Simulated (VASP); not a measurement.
Band structure of MgS (rock salt). These are vdW-DF2, VASP's PBE PAW potentials (set 64) (plane waves; VASP 6.6.1) values and carry that method's errors.

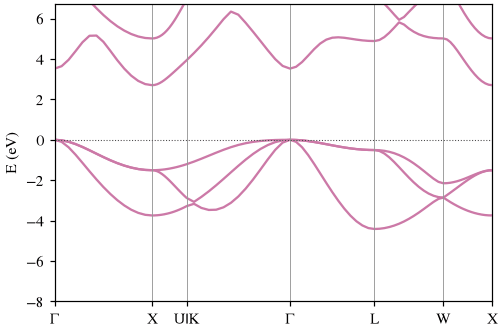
Figure: Bands along high-symmetry lines, zero at the valence-band maximum or, without a gap, the Fermi level

**Question.** Read the plot: is there a gap, and where are the band edges?

**Answer.** The gap is indirect, 2.70 eV, from the valence maximum at Γ to the conduction minimum at X. (Edges off the drawn lines would not show.)

The compound is MgS in the rock salt structure. It was relaxed first, which changed the volume by +5 %.
